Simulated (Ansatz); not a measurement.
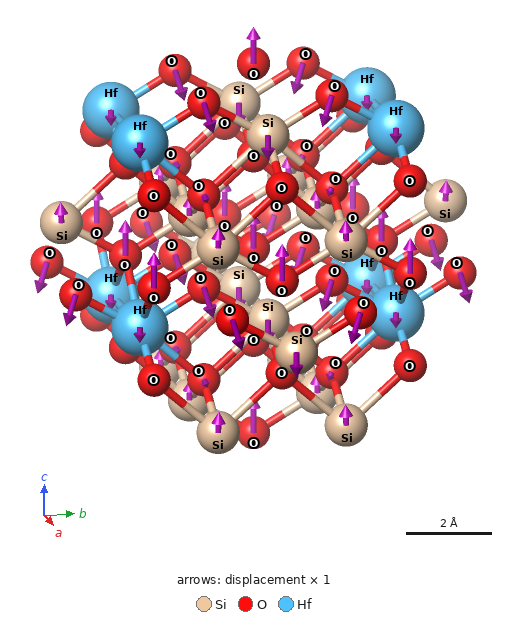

This is a relaxation of crystalline HfSi3O8 (built on the tetragonal host type). The starting structure is drawn; purple arrows show the displacements (the part carried along by the change of the cell is left out), at their true length.

Style: ball-and-stick. Shown: the atoms within 5.0 Å of the atom that moves most (axes of the cell of the calculation), slightly off an axis.

Computed with DFT, PBE, plane waves, PAW in Ansatz. Set-up: plane-wave cutoff 420 eV; k-point mesh 8 × 4 × 6; occupations fermi dirac; smearing width 0.02 eV; no spin polarisation; cell and atoms relaxed; force threshold 0.005 eV/Å.

Atoms of which element are displaced furthest, and by how much?

Oxygen: up to 0.90 Å, against 0.60 Å for silicon.

What happened in the run?

Over 44 accepted moves (54 points after the start) the energy falls by 986 meV per atom. The largest force component goes from 9.1 to 0.0028 eV/Å. The pressure goes from 98.08 to 0.00 GPa. The line search rejected the trial steps at points 8, 12 of the run. At 8 points the geometry stayed and the basis and grid were re-selected for the new cell (energy shift of 70.5 meV per atom at most each time). An O atom moves most relative to the cell: 0.90 Å along +c. By element the largest moves are O 0.90 Å, Si 0.60 Å, Hf 0.38 Å. The drawn cell changes as follows: a 3.092 → 3.538 Å (+14.4 %), b 6.184 → 5.766 Å (−6.8 %), c 4.495 → 6.503 Å (+44.7 %); the volume changes by +54.3 %. Near-neighbour distances that change, for instance: O–Si 2.060 → 3.895 Å, O–Si 2.060 → 3.691 Å, Hf–O 2.060 → 3.675 Å, Si–Si 3.092 → 3.538 Å. Bonds break: Hf–O (2.06 → 3.67 Å). Bond angles that change, for instance: O–Si–O 120.3° → 94.1°, O–Si–O 120.3° → 146.2°, Si–O–Si 120.3° → 146.2°. The space group stays Pmm2 (No. 25).
